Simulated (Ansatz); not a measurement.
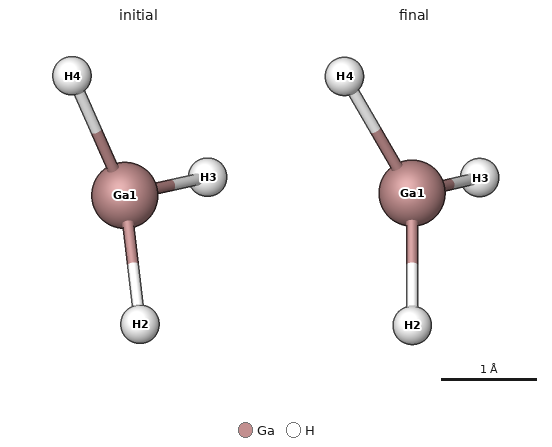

The structure of GaH3 before (left) and after (right) a relaxation, at one scale.

The picture is a ball-and-stick view, seen from a free direction.

It is one of the separated products of a reaction.

The calculation used RKS PBE0-D4/def2-TZVP (Ansatz 0.2.0). Settings: force threshold 0.005 eV/Å; at most 200 steps.

Q: Describe what moved and what it gained.

A: Over 3 geometry steps the energy falls by 0.099 eV. Largest force component: 0.99 eV/Å at the start, 0.00053 eV/Å at the end. The atom that moves furthest after the best rigid fit is Ga1 (0.14 Å). By element the largest moves are Ga 0.14 Å, H 0.05 Å. Among the contacts that change: Ga1–H2 1.590 → 1.568 Å, Ga1–H3 1.574 → 1.568 Å.
